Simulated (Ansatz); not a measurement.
# How fast states decay through KLaCl4, part 2 of 3

Aim: relax a made-up compound, KLaCl4, and see how good a tunnel barrier it would be. It is built by putting Cl for F in the KLaF4 structure of space group P4/mmm, with the volume rescaled by atomic radii. The parent structure comes from the Materials Project.

Ansatz 0.2.0; PBE DFT, plane waves, PAW files (the session's first sound run).

So far. Step 2 (Cell and atoms at rest): The largest force component on a free atom ends at 6.9e-4 eV/Å.

The structure was built from a prototype and need not be the compound's stable phase.

### Step 3. Band edges

The energy window and the wavevectors of the next steps follow from the band edges, so these are searched first, off the mesh as well.

input.yaml

```yaml
crystal:
  lattice:
    - [4.8952592311, 0.0, 0.0]
    - [0.0, 4.8952592311, 0.0]
    - [0.0, 0.0, 7.4794411645]
  atoms:
    - { symbol: K, position: [0.0, 0.0, 0.0] }
    - { symbol: La, position: [0.5, 0.5, 0.5] }
    - { symbol: Cl, position: [0.5, 0.0, 0.7210083144] }
    - { symbol: Cl, position: [0.0, 0.5, 0.2789916856] }
    - { symbol: Cl, position: [0.5, 0.0, 0.2789916856] }
    - { symbol: Cl, position: [0.0, 0.5, 0.7210083144] }
kpoints:
  mp_grid: { grid: [6, 6, 4] }
  band_path: { path: [VBM, CBM], npoints: 30 }
scf:
  occupations: { method: fixed }
hamiltonian:
  xc: pbe
output:
  eigenvalues: true
  write_potential: true
  write_density: true
  volumetric_format: npy
  elf: true
```

The run is started by

```sh
$ ansatz run input.yaml --threads 2 --pin off --max-ram 4096MiB --backend cpu --events-out ev --progress --plain --runs-dir out
```

Numbers of over 12 decimals in the logs are rounded to 6 here.

What it wrote:

```text
[...]
Crystal: 6 atoms, lattice volume = 179.234 Å³
Basis set: ecut = 420 eV, 3501 PW (Γ)
Bands: 30, of which v1, the nominal top of the filled ones, is band 24 counted from 1 (23 counted from 0)
Symmetry: 16 space group operations
[...]
k-points: 30 of 144
[...]
SCF iter   1: F=—  HF=-12119.499944 eV  |F-HF|=—  |Δ(HF+E_count)|=         —  Δρ=1.26e-3  dr2=4.35e-3  ethr=1.77e-3  ⟨swp⟩=3.7  Hψ=3268  notcnv=0  defer=3
[...]
SCF iter   6: F=-12119.499188 eV  HF=-12119.499188 eV  |F-HF|=2.55e-8  |Δ(HF+E_count)|=   1.61e-6  Δρ=3.32e-6  dr2=2.43e-8  ethr=2.08e-10  ⟨swp⟩=3.3  Hψ=3461  notcnv=0
SCF 1 converged in 6 iterations: F = -12119.499188 eV  dr2 = 2.43e-8
[...]
NSCF: frozen V_eff on 40 k-points
[...]
SCF converged after 6 iterations
Free energy (F): -12119.499188 eV
[...]
Internal energy: -12119.499188 eV  (E = F + TS)
E sigma→0 (E₀):  -12119.499188 eV
Fermi energy:    2.921065 eV
[...]
--- Band table (eV; the first three rows and the last of 30) ---
  k-point 0: bands = [... 20 lower, 2.2867, 2.3364, 2.3364, 2.3562, 6.2399, 6.3499, 6.3499, 6.4115, ... 2 higher]
  k-point 1: bands = [... 20 lower, 2.2774, 2.2774, 2.3647, 2.3647, 6.2392, 6.3491, 6.3491, 6.3986, ... 2 higher]
  k-point 2: bands = [... 20 lower, 2.2742, 2.2742, 2.3868, 2.3868, 6.2385, 6.3483, 6.3483, 6.3898, ... 2 higher]
  k-point 29: bands = [... 20 lower, 1.7277, 2.1131, 2.7514, 2.8722, 6.2252, 6.2549, 6.2549, 6.3442, ... 2 higher]
```

Run time: 16 s. Hardware: 2 threads of Arm Neoverse V2, shared host; peak memory 0.47 GiB; 32 s of CPU time.

This step gave:

```yaml
free_energy: -12119.4992 eV
fermi_energy: 2.921 eV
gap_on_the_k_mesh: 3.304 eV
gap_on_path: 3.304 eV, by band count; negative where bands overlap
direct_gap_on_path: 3.328 eV
edge_places_on_path: 0, 0.4200 1/A along the path
```

The electronic bands at the labelled points (eV, zero at the Fermi level (highest filled level under fixed occupations); v1 is the highest filled band, c1 the lowest empty one):

| point | v4 | v3 | v2 | v1 | c1 | c2 | c3 | c4 |
| --- | --- | --- | --- | --- | --- | --- | --- | --- |
| VBM | -0.95 | -0.79 | -0.21 | 0.00 | 3.33 | 3.33 | 3.33 | 3.42 |
| CBM | -1.19 | -0.81 | -0.17 | -0.05 | 3.30 | 3.33 | 3.33 | 3.42 |

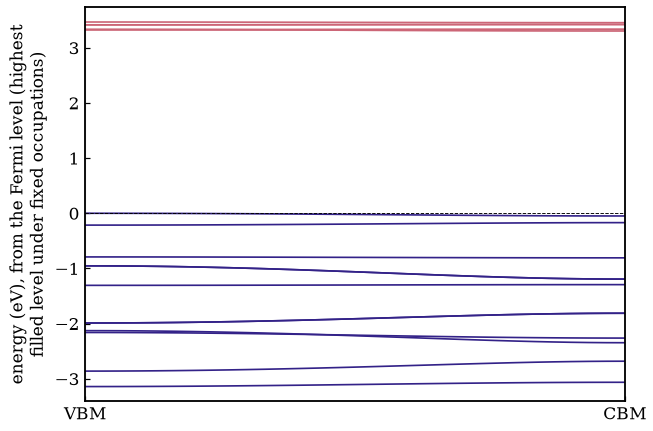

Electronic bands along the path; lines of filled and empty bands in two colours.

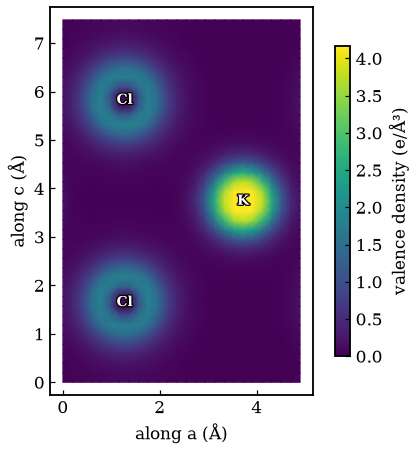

Valence density in the ac plane at fractional y = 0.000, with atoms of K and Cl within 0.2 Å of it. It is the smooth field of the valence electrons, not physical close to the nuclei. The map starts off the cell's origin, so that atoms lie inside it.

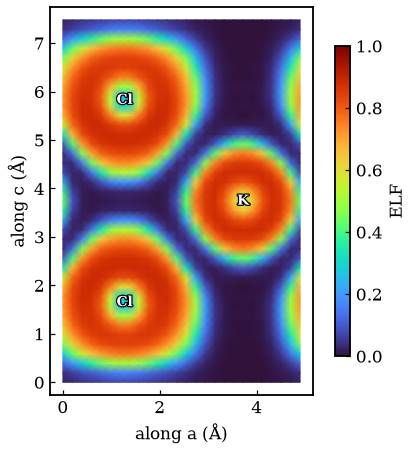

ELF in the ac plane at fractional y = 0.000, with atoms of K and Cl within 0.2 Å of it. It is the smooth field of the valence electrons, not physical close to the nuclei. The map starts off the cell's origin, so that atoms lie inside it.

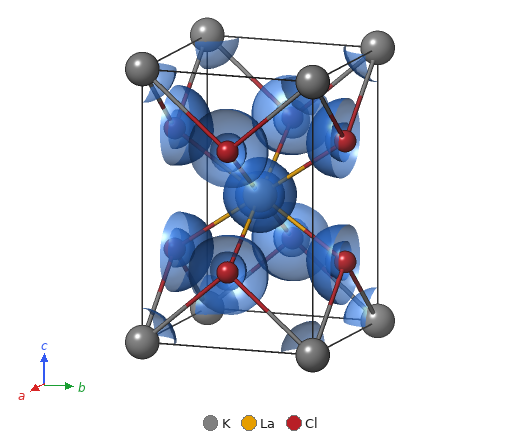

Surface of ELF = 0.81.

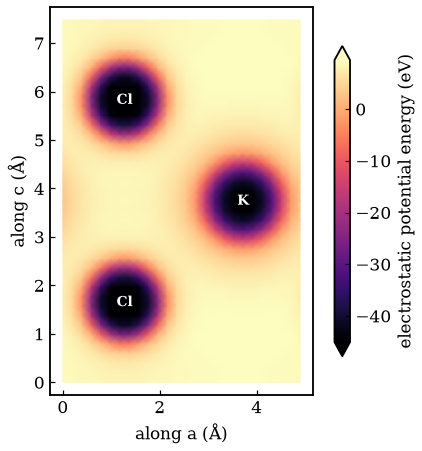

Electrostatic potential energy in the ac plane at fractional y = 0.000, with atoms of K and Cl within 0.2 Å of it. With pseudopotentials it is smooth inside the atoms' cores, unlike the true potential. The map starts off the cell's origin, so that atoms lie inside it.

The searched edges give 3.30 eV, as on the mesh.

### Step 4. Decaying states in the gap

This step: PBE DFT, plane waves, PAW files; complex bands by layer matching along the plane's normal (Ansatz 0.2.0).

The same crystal is laid in a cell whose first two vectors span the (100) plane (indices of the standard conventional cell, whose axes can be ordered otherwise than in the bulk input). At fixed energy and wavevector in the plane the solver finds all kz, real and complex. A few wavevectors are listed, (0, 0) and (-0.5, -0.5) in units of the plane's reciprocal vectors; the slowest state needn't be among them.

input.yaml

```yaml
crystal:
  lattice:
    - [4.895259231, 0.0, 0.0]
    - [0.0, 7.479441164, 0.0]
    - [0.0, 0.0, 4.895259231]
  atoms:
    - { symbol: K, position: [0.0, 0.0, 0.0] }
    - { symbol: La, position: [0.5, 0.5, 0.5] }
    - { symbol: Cl, position: [0.0, 0.7210083144, 0.5] }
    - { symbol: Cl, position: [0.5, 0.2789916856, 0.0] }
    - { symbol: Cl, position: [0.0, 0.2789916856, 0.5] }
    - { symbol: Cl, position: [0.5, 0.7210083144, 0.0] }
kpoints:
  mp_grid: { grid: [6, 4, 6] }
scf:
  occupations: { method: fixed }
hamiltonian:
  xc: pbe
output:
  eigenvalues: true
  transmission:
    leads: [[0, 0]]
    kpoints: [[0.0, 0.0], [-0.5, -0.5]]
    e_range: [-1.0, 4.3]
    de: 0.11
```

What it wrote:

```text
[...]
Crystal: 6 atoms, lattice volume = 179.234 Å³
Basis set: ecut = 420 eV, 3501 PW (Γ)
Bands: 30, of which v1, the nominal top of the filled ones, is band 24 counted from 1 (23 counted from 0)
Symmetry: 16 space group operations
[...]
k-points: 30 of 144
[...]
SCF iter   1: F=—  HF=-12119.499848 eV  |F-HF|=—  |Δ(HF+E_count)|=         —  Δρ=1.26e-3  dr2=4.34e-3  ethr=1.77e-3  ⟨swp⟩=3.7  Hψ=3240  notcnv=0  defer=2
[...]
SCF iter   6: F=-12119.499188 eV  HF=-12119.499188 eV  |F-HF|=2.62e-8  |Δ(HF+E_count)|=   1.67e-6  Δρ=3.38e-6  dr2=2.56e-8  ethr=2.08e-10  ⟨swp⟩=3.3  Hψ=3466  notcnv=0
SCF 1 converged in 6 iterations: F = -12119.499188 eV  dr2 = 2.56e-8
[...]
transmission: 7 of 14 steps passed
transmission: 14 of 14 steps passed
SCF converged after 6 iterations
Free energy (F): -12119.499188 eV
[...]
Internal energy: -12119.499188 eV  (E = F + TS)
E sigma→0 (E₀):  -12119.499188 eV
Fermi energy:    2.921065 eV
[...]
--- Band table (eV; the first three rows and the last of 30) ---
  k-point 0: bands = [... 20 lower, 2.2867, 2.3364, 2.3364, 2.3562, 6.2399, 6.3499, 6.3499, 6.4114, ... 2 higher]
  k-point 1: bands = [... 20 lower, 2.1305, 2.1966, 2.2643, 2.3177, 6.2697, 6.3256, 6.3317, 6.3612, ... 2 higher]
  k-point 2: bands = [... 20 lower, 1.8883, 1.9955, 2.1055, 2.2111, 6.2532, 6.3069, 6.3230, 6.3453, ... 2 higher]
  k-point 29: bands = [... 20 lower, 1.7277, 2.1131, 2.7514, 2.8722, 6.2252, 6.2549, 6.2549, 6.3442, ... 2 higher]
--- Transmission ---
  basis      : 321 plane waves across, 7 finite elements along
  points     : 2, as listed
  energies   : 49 from -1.000000 to 4.280000 eV about the Fermi level, 0.110000 eV apart; the leads are filled to 1.652066 eV, and channels, transmission and decay are at 1.640000 eV
  crystal 0  : K1Cl4La1, at the sites [0, 0], period 4.8953 Å: whole cells are its period
    offset         : up to 0.0000 Å between an atom of the period and one for which it stands
    channels       : 0.000000e0 a spin
    conductance    : none, the energies end too early or step too widely for 300 K: set another output.transmission.e_range or a lower de, or, where they end at an eighth of basis.ecutwfc, a higher one
    slowest decay  : 0.4090 /Å at (0.0000, 0.0000)
```

It took 85 s on 2 threads; peak memory 1.3 GiB; 2.8 min of CPU time.

Numbers from this step:

* level to which the leads are filled: 1.652 eV from the Fermi level
* decay constant at the filling level, zone centre: 0.4090 Å⁻¹
* decay constant at the filling level, slowest listed point: 0.409 Å⁻¹

K parallel (0, 0); values up to 1.5 1/Å, a degenerate pair printed once or twice; energies at which all values exceed this have no row. The Im kz of the slowest decaying states by energy, zero at the highest filled level on the SCF mesh:

| energy (eV) | decay 1 (Å⁻¹) | decay 2 (Å⁻¹) | decay 3 (Å⁻¹) | decay 4 (Å⁻¹) |
| --- | --- | --- | --- | --- |
| -1.000 | 0.406 | 0.420 | 0.508 | 0.598 |
| -0.450 | 0.170 | 0.196 | 0.214 | 0.249 |
| -0.010 | 0.287 | 0.358 | 0.373 | 0.470 |
| 0.540 | 0.356 | 0.440 | 0.475 | 0.537 |
| 0.980 | 0.387 | 0.474 | 0.523 | 0.528 |
| 1.530 | 0.407 | 0.495 | 0.509 | 0.555 |
| 1.970 | 0.413 | 0.488 | 0.500 | 0.563 |
| 2.520 | 0.413 | 0.455 | 0.495 | 0.541 |
| 2.960 | 0.419 | 0.426 | 0.466 | 0.500 |
| 3.510 | 0.0727 | 0.186 | 0.227 | 0.259 |
| 3.950 | 0.134 | 0.210 | 0.253 | 0.372 |

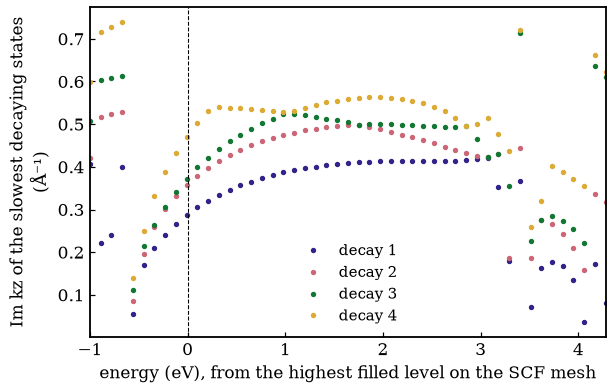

Im kz of the slowest decaying states against energy.

K parallel (-0.5, -0.5); values up to 1.5 1/Å, a degenerate pair printed once or twice; energies at which all values exceed this have no row. Im kz of the slowest decaying states against energy, zero at the highest filled level on the SCF mesh:

| energy (eV) | decay 1 (Å⁻¹) | decay 2 (Å⁻¹) | decay 3 (Å⁻¹) | decay 4 (Å⁻¹) |
| --- | --- | --- | --- | --- |
| -1.000 | 0.238 | 0.385 | 0.955 | 1.14 |
| -0.450 | 0.242 | 0.419 | 0.593 | 0.600 |
| -0.010 | 0.102 | 0.188 | 0.335 | 0.507 |
| 0.540 | 0.381 | 0.382 | 0.402 | 0.593 |
| 0.980 | 0.438 | 0.474 | 0.488 | 0.642 |
| 1.530 | 0.474 | 0.562 | 0.591 | 0.671 |
| 1.970 | 0.508 | 0.621 | 0.657 | 0.673 |
| 2.520 | 0.553 | 0.631 | 0.653 | 0.674 |
| 2.960 | 0.490 | 0.592 | 0.630 | 0.653 |
| 3.510 | 0.0947 | 0.289 | 0.311 | 0.337 |
| 3.950 | 0.218 | 0.247 | 0.333 | 0.452 |

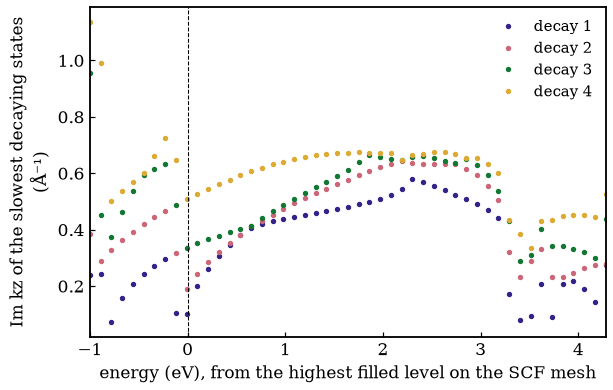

Im kz of the slowest decaying states, plotted against energy.

At the listed wavevectors the last open channel is at -0.12 eV and the next at +3.40 eV on the grid. At +1.64 eV, the grid energy nearest the filling level (the middle of the gap on the SCF mesh), the slowest state at the listed wavevectors decays with κ = 0.409 Å⁻¹, its amplitude falling by e over 2.4 Å. Through 1 nm of this crystal that state's transmission falls by exp(−2 × 0.409 Å⁻¹ × 10 Å) = 2.8e-4.

### Step 5. Decay over the two-dimensional zone

The listed points could miss the slowest state, so one energy near mid-gap is solved on a mesh of 8×4.

input.yaml: that of step 4 with these lines changed.

```diff
@@ -20,6 +20,2 @@
   eigenvalues: true
-  transmission:
-    leads: [[0, 0]]
-    kpoints: [[0.0, 0.0], [-0.5, -0.5]]
-    e_range: [-1.0, 4.3]
-    de: 0.11
+  transmission: { leads: [[0, 0]], kmesh: [8, 4], e_range: [1.65, 1.66], de: 0.05 }
```

What it wrote:

```text
[...]
Crystal: 6 atoms, lattice volume = 179.234 Å³
Basis set: ecut = 420 eV, 3501 PW (Γ)
Bands: 30, of which v1, the nominal top of the filled ones, is band 24 counted from 1 (23 counted from 0)
Symmetry: 16 space group operations
[...]
k-points: 30 of 144
[...]
SCF iter   1: F=—  HF=-12119.499848 eV  |F-HF|=—  |Δ(HF+E_count)|=         —  Δρ=1.26e-3  dr2=4.34e-3  ethr=1.77e-3  ⟨swp⟩=3.7  Hψ=3240  notcnv=0  defer=2
[...]
SCF iter   6: F=-12119.499188 eV  HF=-12119.499188 eV  |F-HF|=2.62e-8  |Δ(HF+E_count)|=   1.67e-6  Δρ=3.38e-6  dr2=2.56e-8  ethr=2.08e-10  ⟨swp⟩=3.3  Hψ=3466  notcnv=0
SCF 1 converged in 6 iterations: F = -12119.499188 eV  dr2 = 2.56e-8
[...]
transmission: 28 of 105 steps passed
transmission: 56 of 105 steps passed
transmission: 84 of 105 steps passed
transmission: 105 of 105 steps passed
SCF converged after 6 iterations
Free energy (F): -12119.499188 eV
[...]
Internal energy: -12119.499188 eV  (E = F + TS)
E sigma→0 (E₀):  -12119.499188 eV
Fermi energy:    2.921065 eV
[...]
--- Band table (eV; the first three rows and the last of 30) ---
  k-point 0: bands = [... 20 lower, 2.2867, 2.3364, 2.3364, 2.3562, 6.2399, 6.3499, 6.3499, 6.4114, ... 2 higher]
  k-point 1: bands = [... 20 lower, 2.1305, 2.1966, 2.2643, 2.3177, 6.2697, 6.3256, 6.3317, 6.3612, ... 2 higher]
  k-point 2: bands = [... 20 lower, 1.8883, 1.9955, 2.1055, 2.2111, 6.2532, 6.3069, 6.3230, 6.3453, ... 2 higher]
  k-point 29: bands = [... 20 lower, 1.7277, 2.1131, 2.7514, 2.8722, 6.2252, 6.2549, 6.2549, 6.3442, ... 2 higher]
--- Transmission ---
  basis      : 321 plane waves across, 7 finite elements along
  points     : 15, standing for a mesh of 8 x 4
  energies   : 1 from 1.650000 to 1.650000 eV about the Fermi level; the leads are filled to 1.652066 eV, and channels, transmission and decay are at 1.650000 eV
  crystal 0  : K1Cl4La1, at the sites [0, 0], period 4.8953 Å: whole cells are its period
[...]
channels       : 0.000000e0 a spin
    conductance    : none, crystal 0 has no channel at the energies, or these end too early or step too widely for 300 K: set another output.transmission.e_range or a lower de, or, where they end at an eighth of basis.ecutwfc, a higher one
    slowest decay  : 0.4091 /Å at (0.0000, 0.0000)
```

Wall time 72 s (2 threads); peak memory 1.2 GiB.

This step gave:

* least decay constant on the mesh: 0.4091 Å⁻¹

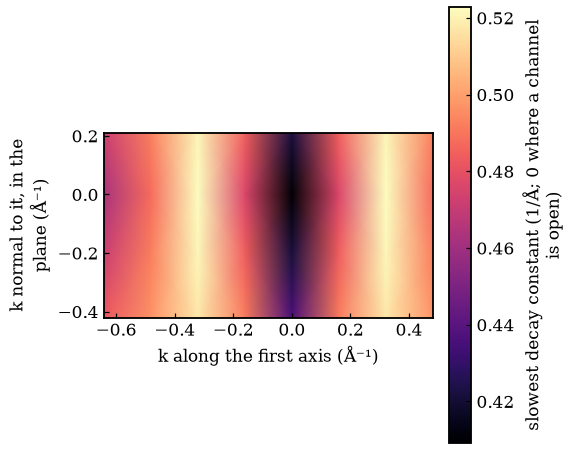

Slowest decay constant (1/Å; 0 where a channel is open) over k1 and k2. At 1.6500 eV from the Fermi level.

The least value on the mesh is 0.409 Å⁻¹ at +1.65 eV. At that energy the listed points give about 0.409 Å⁻¹ by interpolation, so the mesh holds no clearly slower state.

### Step 6. Band edges at another level, cutoff 930 eV

This step: PBE DFT, plane waves, JTH PAW files (Ansatz 0.2.0).

The edges again with JTH files, at the same atoms. Against that run the cutoff is 930 eV against 420.

input.yaml

```yaml
crystal:
  lattice:
    - [4.8952592311, 0.0, 0.0]
    - [0.0, 4.8952592311, 0.0]
    - [0.0, 0.0, 7.4794411645]
  atoms:
    - { symbol: K, position: [0.0, 0.0, 0.0] }
    - { symbol: La, position: [0.5, 0.5, 0.5] }
    - { symbol: Cl, position: [0.5, 0.0, 0.7210083144] }
    - { symbol: Cl, position: [0.0, 0.5, 0.2789916856] }
    - { symbol: Cl, position: [0.5, 0.0, 0.2789916856] }
    - { symbol: Cl, position: [0.0, 0.5, 0.7210083144] }
kpoints:
  mp_grid: { grid: [6, 6, 4] }
  band_path: { path: [VBM, CBM], npoints: 30 }
scf:
  occupations: { method: fixed }
hamiltonian:
  xc: pbe
  pseudopotentials: { kind: paw, source: jth }
output:
  eigenvalues: true
```

What it wrote:

```text
Warning: <dir> the checks of this K dataset prove no rule for summing its radial tables, as where they were carried onto another mesh than they were made on, and Gregory's rule is taken, under which a leading mesh point left out moves its sums only by what lay on the interval it spanned. That does not make them correct, and they differ from Quantum ESPRESSO's on this file; a re-export a fraction of a mesh step off can move them. hamiltonian.pseudopotentials.radial_quadrature: simpson_from_first_knot sums it by `pw.x`'s rule; on a PAW file no value gives `pw.x`'s numbers. What more to know: hamiltonian.pseudopotentials.radial_quadrature, in the input reference
Warning: <dir> the checks of this La dataset prove no rule for summing its radial tables, as where they were carried onto another mesh than they were made on, and Gregory's rule is taken, under which a leading mesh point left out moves its sums only by what lay on the interval it spanned. That does not make them correct, and they differ from Quantum ESPRESSO's on this file; a re-export a fraction of a mesh step off can move them. hamiltonian.pseudopotentials.radial_quadrature: simpson_from_first_knot sums it by `pw.x`'s rule; on a PAW file no value gives `pw.x`'s numbers. What more to know: hamiltonian.pseudopotentials.radial_quadrature, in the input reference
Warning: <dir> the checks of this Cl dataset prove no rule for summing its radial tables, as where they were carried onto another mesh than they were made on, and Gregory's rule is taken, under which a leading mesh point left out moves its sums only by what lay on the interval it spanned. That does not make them correct, and they differ from Quantum ESPRESSO's on this file; a re-export a fraction of a mesh step off can move them. hamiltonian.pseudopotentials.radial_quadrature: simpson_from_first_knot sums it by `pw.x`'s rule; on a PAW file no value gives `pw.x`'s numbers. What more to know: hamiltonian.pseudopotentials.radial_quadrature, in the input reference
Warning: basis.ecutrho_ratio 4 (ecutrho = 3720 eV, dense FFT grid 50×50×75): the grid does not resolve the core-correction charge of Cl (measure 0.14 e/Å^2.5), La (0.11); warned from 0.08. The energy and each atom's force then go with where the atoms sit on the grid: [figures from the program's tests cut] If this deck is also warned that a cutoff or its ratio is below what is recommended, mend that before anything be [...]
[...]
Crystal: 6 atoms, lattice volume = 179.234 Å³
Basis set: ecut = 930 eV, 11509 PW (Γ)
Bands: 30, of which v1, the nominal top of the filled ones, is band 24 counted from 1 (23 counted from 0)
Symmetry: 16 space group operations
[...]
k-points: 30 of 144
[...]
SCF iter   1: F=—  HF=-12110.970714 eV  |F-HF|=—  |Δ(HF+E_count)|=         —  Δρ=3.20e-1  dr2=3.57e2  ethr=3.10e-3  ⟨swp⟩=5.6  Hψ=4821  notcnv=0  defer=71
[...]
SCF iter  13: F=-12102.992565 eV  HF=-12102.992565 eV  |F-HF|=3.83e-8  |Δ(HF+E_count)|=   7.77e-8  Δρ=3.34e-6  dr2=4.69e-8  ethr=2.08e-10  ⟨swp⟩=10.3  Hψ=5015  notcnv=0
SCF 1 converged in 13 iterations: F = -12102.992565 eV  dr2 = 4.69e-8
[...]
SCF converged after 13 iterations
Free energy (F): -12102.992565 eV
[...]
Internal energy: -12102.992565 eV  (E = F + TS)
E sigma→0 (E₀):  -12102.992565 eV
Fermi energy:    3.010644 eV
[...]
--- Band table (eV; the first three rows and the last of 30) ---
  k-point 0: bands = [... 20 lower, 2.3786, 2.4272, 2.4272, 2.4490, 6.4078, 6.5203, 6.5203, 6.5827, ... 2 higher]
  k-point 1: bands = [... 20 lower, 2.3696, 2.3696, 2.4549, 2.4549, 6.4070, 6.5195, 6.5195, 6.5697, ... 2 higher]
  k-point 2: bands = [... 20 lower, 2.3665, 2.3665, 2.4766, 2.4766, 6.4063, 6.5187, 6.5187, 6.5610, ... 2 higher]
  k-point 29: bands = [... 20 lower, 1.8171, 2.2101, 2.8412, 2.9625, 6.3925, 6.4236, 6.4236, 6.5140, ... 2 higher]
```

Elapsed: 63 s, on 2 threads; peak memory 0.83 GiB.

Numbers from this step:

| Quantity | Value |
| --- | --- |
| free energy | -12102.9926 eV |
| Fermi energy | 3.011 eV |
| gap on the k-mesh | 3.382 eV |
| gap on path | 3.382 eV, by band count; negative where bands overlap |
| direct gap on path | 3.407 eV |

(Continued in part 3 of 3.)

[Logs are printed without paths, hosts, clocks, repeated set-up lines and the standing remarks that a program may print on its own settings, such as how far it seeks lower states.]

[Hosts, paths, dates, database ids (printed as entryN), source tags and the programs' standing remarks are cut or masked in the printed files.]
